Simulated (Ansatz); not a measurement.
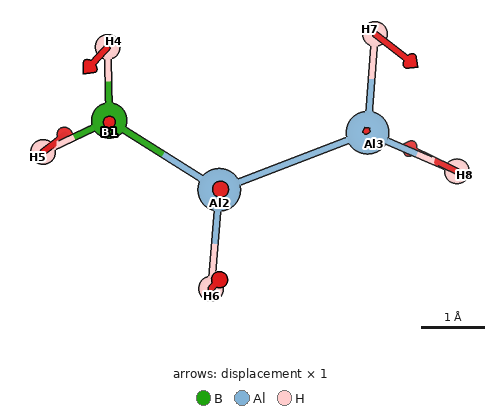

This is a relaxation of Al2BH5. The starting structure is drawn; red arrows show the displacements, at their true length. The two geometries are superimposed by the best rigid fit.

Style: ball-and-stick. Shown at a tilt.

Theory: RKS PBE0-D4/def2-TZVP (Ansatz). Settings: force threshold 0.005 eV/Å; at most 200 steps.

Which element moves most?

Answer. Hydrogen: up to 1.59 Å, against 0.40 Å for aluminium.

Describe the change and its energy.

Answer. The largest move after the best rigid fit is that of H8, 1.59 Å. By element the largest moves are H 1.59 Å, Al 0.40 Å, B 0.24 Å. Some distances before and after: Al2–Al3 2.566 → 2.595 Å, B1–H4 1.181 → 1.201 Å, Al3–H8 1.581 → 1.596 Å, Al2–H6 1.591 → 1.600 Å. Bond angles that change, for instance: Al2–Al3–H8 136.0° → 121.9°, Al2–Al3–H7 114.7° → 121.8°, H7–Al3–H8 109.3° → 116.3°. Groups turn about B1–Al2 by about 90°, Al2–Al3 by about 90°. The energy falls by 10.2 kcal/mol in 21 accepted moves (23 points after the start). Largest force component: 0.56 eV/Å at the start, 0.0046 eV/Å at the end. The line search rejected the trial steps at points 11, 18 of the run. Cost: 42 s on 2 threads of Intel Xeon Platinum 8488C, on a shared host.
